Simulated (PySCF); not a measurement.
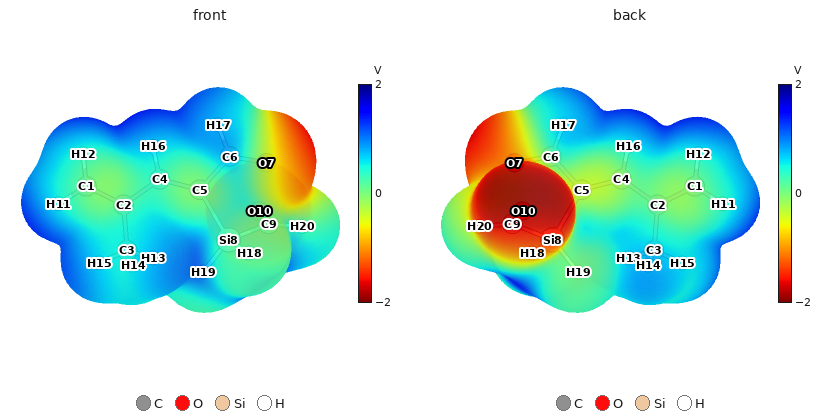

C7H10O2Si (SMILES C=C(C)/C=C(/C=O)[SiH2]C=O). The electrostatic potential painted on the density surface at 0.002 e/bohr³, seen from the front and from behind; the colour scale runs from red (negative) to blue (positive).

Geometry: GFN2-xTB.

These are results of PBE0/pcSseg-1, SCF density, gas phase, non-relativistic in PySCF 2.14.0, not measurements.

```xyz
20

C    -3.1081   -0.0081   -0.5052
C    -1.8591   -0.3167   -0.1329
C    -1.4580   -1.7402    0.0965
C    -0.9127    0.7585    0.0594
C     0.4195    0.7313    0.2811
C     1.0852    1.9996    0.5347
O     2.2677    2.0767    0.7886
Si    1.7522   -0.6224    0.3041
C     3.2322    0.2487   -0.5581
O     3.1623    0.6428   -1.6963
H    -3.8562   -0.7659   -0.6630
H    -3.4152    1.0082   -0.6866
H    -0.8375   -1.8281    0.9849
H    -0.8876   -2.1093   -0.7528
H    -2.3397   -2.3651    0.2137
H    -1.3765    1.7430    0.0266
H     0.4544    2.9076    0.5104
H     2.0969   -0.9588    1.6860
H     1.4054   -1.7875   -0.5061
H     4.1697    0.3964    0.0119
```

**Where is the surface potential most negative and most positive?**

The most negative region (about −1.9 V) lies over O10, the most positive (about +1.4 V) over Si8, H12 and H16. O10 is the likeliest acceptor of a hydrogen bond.

**How polar is the molecule by this calculation?**

Its dipole moment is 5.22 D.
